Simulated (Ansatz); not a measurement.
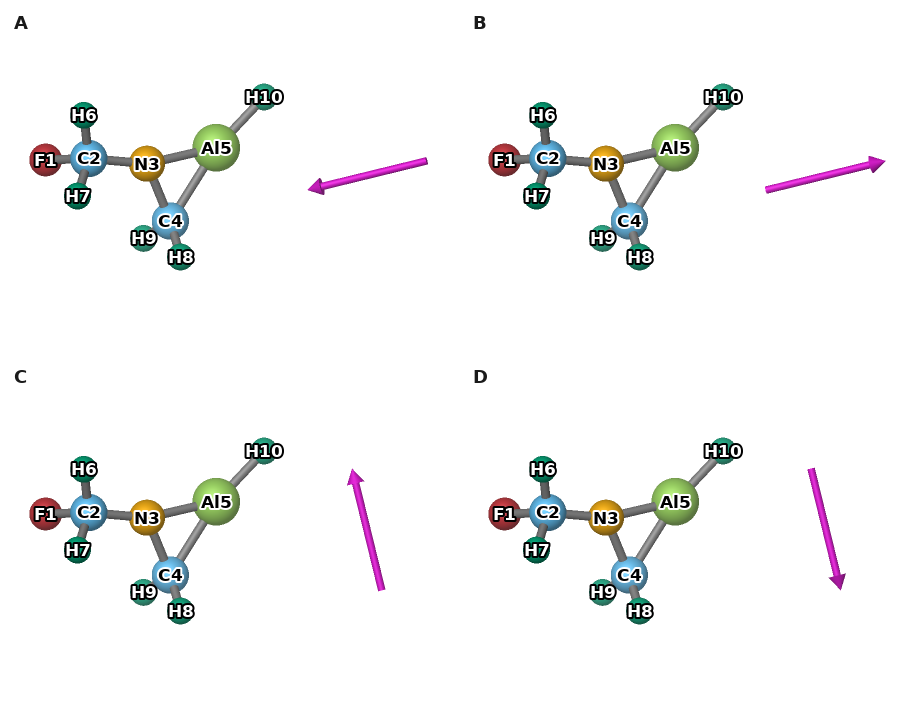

The same molecule four times, each with an arrow. Computed geometry: PBE-D4/def2-SVP optimisation. No frequency run is at hand to confirm it as a minimum. Method: RKS PBE-D4/def2-SVP (Ansatz 0.2.0).

### Which arrow points along the dipole moment, from the negative to the positive end?

B. The dipole moment is 2.32 D; it points from the side of F1 to the side of H10 (the outermost atoms at the two ends).
